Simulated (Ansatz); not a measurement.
**BrH5OSi (built from SMILES O[SiH2]Br.[H][H]): search for a transition state, part 1 of 2**

Is there a first-order saddle for this four-centre ligand exchange, which should form Si1–H7, Br2–H6 and break Si1–Br2, H6–H7, and which two structures does it connect?

Program: Ansatz 0.2.0, Gaussian basis. Level of theory: PBE0-D4, def2-SVP first, then def2-TZVP. These are calculated values, not measurements.

152 further runs of the same task are left out: 152 set aside as unsound or not needed.

### 1 Where the work starts

The guess: 8 atoms, charge 0, spin multiplicity 1.

Atoms are counted from 1 here; the program's logs count them from 0.

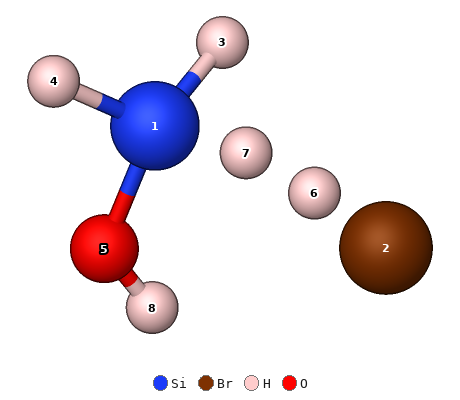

The starting geometry (silicon blue, bromine brown, hydrogen pink, oxygen red); atoms are numbered from 1 in the order of the file.

Geometry (Å):

```xyz
8
BrH5OSi
Si   -0.7614   -0.2697    0.0401
Br    2.1620   -0.5212   -0.5213
H    -0.6879   -1.4538   -0.7762
H    -2.0463    0.4063    0.1285
O    -0.2518   -0.1217    1.5416
H     0.9243    1.1076   -1.1757
H     0.0242    1.2053   -1.0584
H     0.6369   -0.3529    1.8214
```

Distances that are to change: Si1–H7 2.00 Å, Br2–H6 2.15 Å, Si1–Br2 2.99 Å, H6–H7 0.91 Å.

### 2 Relaxing the guess with the reacting distances held

File hold/in.yaml:

```yaml
crystal:
  periodic: [false, false, false]
  atoms:
    - {symbol: Si, position_ang: [-0.761400, -0.269700, 0.040100]}
    - {symbol: Br, position_ang: [2.162000, -0.521200, -0.521300]}
    - {symbol: H, position_ang: [-0.687900, -1.453800, -0.776200]}
    - {symbol: H, position_ang: [-2.046300, 0.406300, 0.128500]}
    - {symbol: O, position_ang: [-0.251800, -0.121700, 1.541600]}
    - {symbol: H, position_ang: [0.924300, 1.107600, -1.175700]}
    - {symbol: H, position_ang: [0.024200, 1.205300, -1.058400]}
    - {symbol: H, position_ang: [0.636900, -0.352900, 1.821400]}
basis:
  gaussian: {orbitals: def2-SVP}
hamiltonian: {xc: pbe0, dispersion: d4}
relax: {f_tol: 0.04, max_steps: 150, escape_saddle: false, constraints: [{distance: [0, 6]}, {distance: [1, 5]}, {distance: [0, 1]}, {distance: [5, 6]}]}
```

Launch:

```
> ansatz run in.yaml --threads 4 --pin off --events-out ev --progress --plain --max-ram 9574MiB
```

The log of the run (excerpt; [...] marks lines left out):

```text
Functional definition: PBE0
  name "PBE0"
  cite "Adamo & Barone, J. Chem. Phys. 110, 6158 (1999) doi:10.1063/1.478522"
  cite "Perdew, Burke & Ernzerhof, Phys. Rev. Lett. 77, 3865 (1996) doi:10.1103/PhysRevLett.77.3865"
  parent pbe
[...]
917 factors; integrals over basis functions are off by at most 3.3e-4 eV
[...]
mean field -80024.87237921 eV, -2940.8598171291 hartree, gradient 8.1e-5 eV, S^2 0.000000; 0 other end points of the search recorded, 0 dependent functions left out
[...]
reference -80024.87240296 eV, -2940.8598180022 hartree; 31, 31 occupied and 58, 58 virtual orbitals, 917 factors
relax step   1: F+E_penalty+E_count = -80025.02392473 eV  Δ(F+E_penalty+E_count) = +0.000e0 eV  max|allowed force component| = 1.256e0 eV/Å  Δτ_max = 0.0000 Å  (25 SCF iters, accepted)
[...]
relax step   3: F+E_penalty+E_count = -80025.51169879 eV  Δ(F+E_penalty+E_count) = -1.353e-1 eV  max|allowed force component| = 3.383e-1 eV/Å  Δτ_max = 0.2043 Å  (29 SCF iters, accepted)
[...]
relax step   5: F+E_penalty+E_count = -80025.55020276 eV  Δ(F+E_penalty+E_count) = -1.705e-2 eV  max|allowed force component| = 2.298e-1 eV/Å  Δτ_max = 0.0549 Å  (24 SCF iters, accepted)
[...]
relax step   7: F+E_penalty+E_count = -80025.55935558 eV  Δ(F+E_penalty+E_count) = -9.153e-3 eV  max|allowed force component| = 7.062e-2 eV/Å  Δτ_max = 0.0346 Å  (25 SCF iters, accepted)
[...]
  distance Si 0 - H 6 held at 1.999874 Å   reaction = +6.2507e-1 eV/Å
  distance Br 1 - H 5 held at 2.147820 Å   reaction = +2.9132e-1 eV/Å
  distance Si 0 - Br 1 held at 2.987422 Å   reaction = +4.3112e-1 eV/Å
  distance H 5 - H 6 held at 0.912954 Å   reaction = +8.0100e-1 eV/Å
917 factors; integrals over basis functions are off by at most 5.5e-4 eV
[...]
mean field -80025.41820693 eV, -2940.8798759280 hartree, gradient 5.8e-6 eV, S^2 0.000000; 1 other end points of the search recorded, 0 dependent functions left out
[...]
reference -80025.41823027 eV, -2940.8798767856 hartree; 31, 31 occupied and 58, 58 virtual orbitals, 917 factors
Total energy: -80025.56186190 eV, -2940.8851551507 hartree
Atom 0 at    -0.703919    -0.206030     0.051757 Å, force     0.612635     0.406641    -0.440210 eV/Å
Atom 1 at     2.250933    -0.466526    -0.302761 Å, force    -0.640519     0.209073    -0.040538 eV/Å
Atom 2 at    -0.693191    -1.381450    -0.839695 Å, force     0.003178     0.010418    -0.000481 eV/Å
Atom 3 at    -1.981212     0.545953     0.025005 Å, force    -0.005629     0.005107    -0.000172 eV/Å
Atom 4 at    -0.178194    -0.148501     1.586767 Å, force    -0.006551     0.008225    -0.001520 eV/Å
Atom 5 at     0.651358     0.806039    -0.962358 Å, force    -0.455231     0.219111    -0.095443 eV/Å
Atom 6 at    -0.113207     1.255565    -1.178810 Å, force     0.484019    -0.856452     0.577053 eV/Å
Atom 7 at     0.767431    -0.405149     1.620095 Å, force     0.008099    -0.002122     0.001310 eV/Å
Dipole moment:    -0.934684     0.136767    -0.112749 e Å
```

It took 12 s on 4 threads of Arm Neoverse V2, shared host.

Relaxation path: (the energy doesn't fall at every step)

```tsv
step	energy from step 1 (eV)	largest force component (eV/Å)
1	0.0000	1.2561
2	-0.3524	0.6623
3	-0.4878	0.3383
4	-0.5092	0.4519
5	-0.5263	0.2298
6	-0.5197	0.4648
7	-0.5354	0.0706
8	-0.5374	0.0427
9	-0.5379	0.0126
```

Distances of close pairs at the start and the end, largest changes first:

```tsv
bond	before (Å)	after (Å)	change (Å)
Si1–H3	1.440	1.475	+0.035
Si1–O5	1.593	1.624	+0.031
Si1–H4	1.455	1.482	+0.028
O5–H8	0.960	0.980	+0.020
```

### 3 Force constants to start from

File hessian/in.yaml:

```yaml
crystal:
  periodic: [false, false, false]
  atoms:
    - {symbol: Si, position_ang: [-0.703919, -0.206030, 0.051757]}
    - {symbol: Br, position_ang: [2.250933, -0.466526, -0.302761]}
    - {symbol: H, position_ang: [-0.693191, -1.381450, -0.839695]}
    - {symbol: H, position_ang: [-1.981212, 0.545953, 0.025005]}
    - {symbol: O, position_ang: [-0.178194, -0.148501, 1.586767]}
    - {symbol: H, position_ang: [0.651358, 0.806039, -0.962358]}
    - {symbol: H, position_ang: [-0.113207, 1.255565, -1.178810]}
    - {symbol: H, position_ang: [0.767431, -0.405149, 1.620095]}
basis:
  gaussian: {orbitals: def2-SVP}
hamiltonian: {xc: pbe0, dispersion: d4}
phonons: {}
scf: {lower_state_search: off}
```

Launch:

```
> ansatz run in.yaml --threads 4 --pin off --events-out ev --progress --plain --max-ram 9574MiB
```

The log of the run (excerpt; [...] marks lines left out):

```text
Functional definition: PBE0
  name "PBE0"
  cite "Adamo & Barone, J. Chem. Phys. 110, 6158 (1999) doi:10.1063/1.478522"
  cite "Perdew, Burke & Ernzerhof, Phys. Rev. Lett. 77, 3865 (1996) doi:10.1103/PhysRevLett.77.3865"
  parent pbe
[...]
913 factors; integrals over basis functions are off by at most 3.5e-4 eV
[...]
mean field -80025.41820462 eV, -2940.8798758432 hartree, gradient 2.0e-6 eV, S^2 0.000000; 0 other end points of the search recorded, 0 dependent functions left out
[...]
reference -80025.41822781 eV, -2940.8798766954 hartree; 31, 31 occupied and 58, 58 virtual orbitals, 913 factors
[... from here to the last solve, the lines of the solves are left out (47 solves) ...]
913 factors; integrals over basis functions are off by at most 3.5e-4 eV
[...]
mean field -80025.41820637 eV, -2940.8798759074 hartree, gradient 2.0e-6 eV, S^2 0.000000; 0 other end points of the search recorded, 0 dependent functions left out
[...]
WARN: phonons: modes at or below zero, which the zero-point energy, F, S and C_V leave out: 1, the lowest at -753.58 cm⁻¹. A minimum has none, and a first-order saddle one
[...]
Atom 0 at    -0.703919    -0.206030     0.051757 Å, force     0.612725     0.406675    -0.440223 eV/Å
Atom 1 at     2.250933    -0.466526    -0.302761 Å, force    -0.640468     0.209075    -0.040572 eV/Å
Atom 2 at    -0.693191    -1.381450    -0.839695 Å, force     0.003148     0.010387    -0.000462 eV/Å
Atom 3 at    -1.981212     0.545953     0.025005 Å, force    -0.005637     0.005112    -0.000157 eV/Å
Atom 4 at    -0.178194    -0.148501     1.586767 Å, force    -0.006617     0.008203    -0.001484 eV/Å
Atom 5 at     0.651358     0.806039    -0.962358 Å, force    -0.455249     0.219092    -0.095371 eV/Å
Atom 6 at    -0.113207     1.255565    -1.178810 Å, force     0.484023    -0.856450     0.577032 eV/Å
Atom 7 at     0.767431    -0.405149     1.620095 Å, force     0.008073    -0.002093     0.001237 eV/Å
Dipole moment:    -0.934682     0.136767    -0.112750 e Å
Vibrations: -753.58 129.54 203.76 329.50 536.94 632.23 659.99 681.54 847.19 933.86 995.91 1008.21 1106.35 1346.77 2293.68 2334.78 2398.32 3609.27 cm⁻¹, zero-point energy 1.242808 eV
Checks for a lower state left out: stability, starts, cluster_reference, orbital_swaps, neighbouring_geometries, increment
```

Wall time 35 s (4 threads of Arm Neoverse V2, shared host).

The structure is not stationary yet, so these wavenumbers are no spectrum; the search needs only the force constants.

### 4 Saddle search in the small basis

A small driver takes partitioned rational-function steps: uphill along one mode, downhill along the rest. It calls the program once a step for energy and forces and updates the Hessian by Bofill's formula. It stops when the largest force is under 0.04 eV/Å and the followed curvature is negative. The first step's input:

File presaddle/in.yaml:

```yaml
crystal:
  periodic: [false, false, false]
  atoms:
    - {symbol: Si, position_ang: [-0.703919, -0.206030, 0.051757]}
    - {symbol: Br, position_ang: [2.250933, -0.466526, -0.302761]}
    - {symbol: H, position_ang: [-0.693191, -1.381450, -0.839695]}
    - {symbol: H, position_ang: [-1.981212, 0.545953, 0.025005]}
    - {symbol: O, position_ang: [-0.178194, -0.148501, 1.586767]}
    - {symbol: H, position_ang: [0.651358, 0.806039, -0.962358]}
    - {symbol: H, position_ang: [-0.113207, 1.255565, -1.178810]}
    - {symbol: H, position_ang: [0.767431, -0.405149, 1.620095]}
basis:
  gaussian: {orbitals: def2-SVP}
hamiltonian: {xc: pbe0, dispersion: d4}
output: {forces: true}
scf: {lower_state_search: off}
```

Launch:

```
> ansatz run in.yaml --threads 4 --pin off --events-out ev --progress --plain --max-ram 9574MiB
```

Step by step:

```tsv
step	energy (eV)	largest force (eV/Å)	followed curvature (eV/Å²)
1	-80025.56185	0.8565	-3.84
2	-80025.74526	0.4570	-3.95
3	-80025.75673	0.3934	-3.75
4	-80025.77343	0.0756	-3.91
5	-80025.77393	0.0308	-3.72
```

The 5 steps took 4 s in all (4 threads of Arm Neoverse V2, shared host).

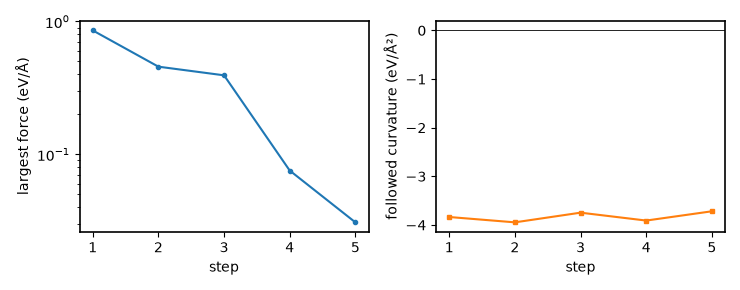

Largest force and followed curvature during the search.

### 5 Saddle search in triple zeta

A small driver takes partitioned rational-function steps: uphill along one mode, downhill along the rest. It calls the program once a step for energy and forces and updates the Hessian by Bofill's formula. It stops when the largest force is under 0.01 eV/Å and the followed curvature is negative. The first step's input:

File saddle/in.yaml:

```yaml
crystal:
  periodic: [false, false, false]
  atoms:
    - {symbol: Si, position_ang: [-0.580511, -0.165847, 0.000493]}
    - {symbol: Br, position_ang: [2.109131, -0.402150, -0.402224]}
    - {symbol: H, position_ang: [-0.676264, -1.359845, -0.864537]}
    - {symbol: H, position_ang: [-1.882962, 0.559762, -0.001890]}
    - {symbol: O, position_ang: [-0.195476, -0.133417, 1.592054]}
    - {symbol: H, position_ang: [0.652611, 0.784030, -0.983386]}
    - {symbol: H, position_ang: [-0.142920, 1.141173, -1.093062]}
    - {symbol: H, position_ang: [0.716391, -0.423805, 1.752552]}
basis:
  gaussian: {orbitals: def2-TZVP}
hamiltonian: {xc: pbe0, dispersion: d4}
output: {forces: true}
scf: {lower_state_search: off}
```

Launch:

```
> ansatz run in.yaml --threads 4 --pin off --events-out ev --progress --plain --max-ram 9574MiB
```

Step by step:

```tsv
step	energy (eV)	largest force (eV/Å)	followed curvature (eV/Å²)
1	-80039.90722	0.6087	-3.72
2	-80039.91841	0.0855	-3.78
3	-80039.91891	0.0277	-3.78
4	-80039.91901	0.0200	-3.78
5	-80039.91904	0.0037	-3.65
```

The 5 steps took 7.5 s in all (4 threads of Arm Neoverse V2, shared host).

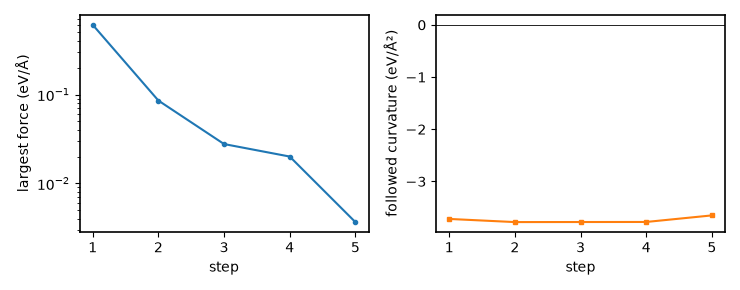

Largest force and followed curvature during the search.

Geometry at the end of the search:

```xyz
8
BrH5OSi
Si   -0.5842   -0.1579    0.0020
Br    2.1168   -0.4086   -0.4229
H    -0.6587   -1.3446   -0.8603
H    -1.8851    0.5558    0.0004
O    -0.2012   -0.1308    1.5718
H     0.6453    0.7660   -0.9684
H    -0.1384    1.1313   -1.0715
H     0.7057   -0.4112    1.7490
```

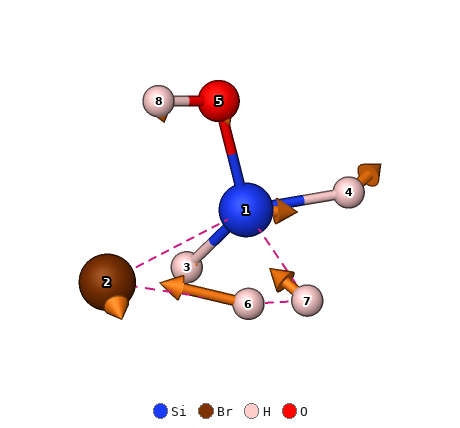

The point found; broken lines mark the pairs that react, arrows the followed mode.

### 6 Checking the order of the point

File vib/in.yaml:

```yaml
crystal:
  periodic: [false, false, false]
  atoms:
    - {symbol: Si, position_ang: [-0.584235, -0.157925, 0.001974]}
    - {symbol: Br, position_ang: [2.116758, -0.408645, -0.422923]}
    - {symbol: H, position_ang: [-0.658742, -1.344597, -0.860282]}
    - {symbol: H, position_ang: [-1.885124, 0.555781, 0.000410]}
    - {symbol: O, position_ang: [-0.201246, -0.130835, 1.571788]}
    - {symbol: H, position_ang: [0.645339, 0.766014, -0.968441]}
    - {symbol: H, position_ang: [-0.138442, 1.131336, -1.071524]}
    - {symbol: H, position_ang: [0.705692, -0.411229, 1.748997]}
basis:
  gaussian: {orbitals: def2-TZVP}
hamiltonian: {xc: pbe0, dispersion: d4}
phonons: {temperatures: {t_min: 298.15, t_max: 900, t_step: 200}}
```

Launch:

```
> ansatz run in.yaml --threads 4 --pin off --events-out ev --progress --plain --max-ram 9574MiB
```

The log of the run (excerpt; [...] marks lines left out):

```text
Functional definition: PBE0
  name "PBE0"
  cite "Adamo & Barone, J. Chem. Phys. 110, 6158 (1999) doi:10.1063/1.478522"
  cite "Perdew, Burke & Ernzerhof, Phys. Rev. Lett. 77, 3865 (1996) doi:10.1103/PhysRevLett.77.3865"
  parent pbe
[...]
1052 factors; their error is unknown
[...]
mean field -80039.79017845 eV, -2941.4080361398 hartree, gradient 3.2e-5 eV, S^2 0.000000; 0 other end points of the search recorded, 0 dependent functions left out
[...]
reference -80039.79020664 eV, -2941.4080371756 hartree; 31, 31 occupied and 115, 115 virtual orbitals, 1052 factors
[... from here to the last solve, the lines of the solves are left out (47 solves) ...]
1052 factors; their error is unknown
[...]
mean field -80039.79015598 eV, -2941.4080353140 hartree, gradient 1.6e-6 eV, S^2 0.000000; 0 other end points of the search recorded, 0 dependent functions left out
[...]
WARN: phonons: modes at or below zero, which the zero-point energy, F, S and C_V leave out: 1, the lowest at -601.07 cm⁻¹. A minimum has none, and a first-order saddle one
[...]
Total energy: -80039.91904066 eV, -2941.4127717386 hartree
Atom 0 at    -0.584235    -0.157925     0.001974 Å, force    -0.000221     0.000672     0.000795 eV/Å
Atom 1 at     2.116758    -0.408645    -0.422923 Å, force    -0.000229     0.000205     0.000133 eV/Å
Atom 2 at    -0.658742    -1.344597    -0.860282 Å, force     0.000222    -0.000053     0.000049 eV/Å
Atom 3 at    -1.885124     0.555781     0.000410 Å, force     0.000261    -0.000039     0.000385 eV/Å
Atom 4 at    -0.201246    -0.130835     1.571788 Å, force    -0.003657     0.000107    -0.001971 eV/Å
Atom 5 at     0.645339     0.766014    -0.968441 Å, force    -0.001820     0.000406    -0.001149 eV/Å
Atom 6 at    -0.138442     1.131336    -1.071524 Å, force     0.001803    -0.000150    -0.000477 eV/Å
Atom 7 at     0.705692    -0.411229     1.748997 Å, force     0.003641    -0.001148     0.002235 eV/Å
Dipole moment:    -0.545056     0.139766    -0.081213 e Å
Vibrations: -601.07 216.61 236.58 321.33 539.05 625.17 677.21 827.80 907.59 923.07 975.95 1007.53 1061.56 1467.07 2230.97 2311.72 2682.19 3804.82 cm⁻¹, zero-point energy 1.290441 eV
```

It took 68 s on 4 threads of Arm Neoverse V2, shared host.

The modes, with what each moves most:

```tsv
mode	wavenumber (cm⁻¹)	character
1	601i	changes Si1–H7, Br2–H6, H6–H7
2	217	not assigned (largely outside the bonds, angles and torsions drawn)
3	237	not assigned (largely outside the bonds, angles and torsions drawn)
4	321	not assigned (largely outside the bonds, angles and torsions drawn)
5	539	not assigned (largely outside the bonds, angles and torsions drawn)
6	625	not assigned (largely outside the bonds, angles and torsions drawn)
7	677	bend
8	828	bend with torsion
9	908	not assigned (largely outside the bonds, angles and torsions drawn)
10	923	Si–O stretch with bend
11	976	bend with Si–O stretch
12	1008	bend
13	1062	not assigned (largely outside the bonds, angles and torsions drawn)
14	1467	not assigned (largely outside the bonds, angles and torsions drawn)
15	2231	Si–H stretch
16	2312	Si–H stretch
17	2682	not assigned (largely outside the bonds, angles and torsions drawn)
18	3805	O–H stretch
```

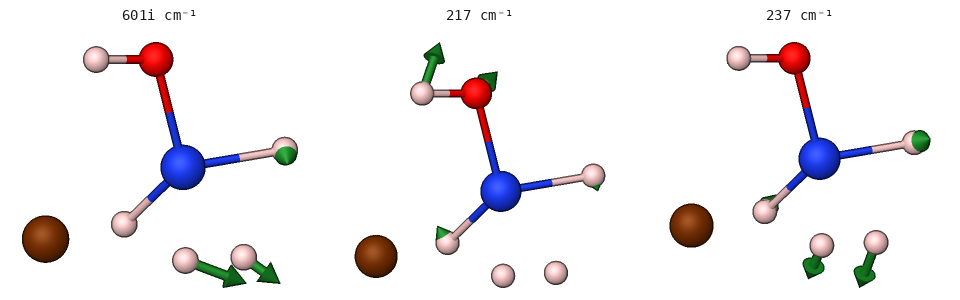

Displacements of 3 modes, as arrows.

Vibrational sums (real modes only):

```tsv
T (K)	entropy (J/mol/K)	heat capacity (J/mol/K)
298	30.0	46.0
498	60.8	74.2
698	88.8	91.5
898	113.3	103.1
```

(Continued in part 2 of 2.)
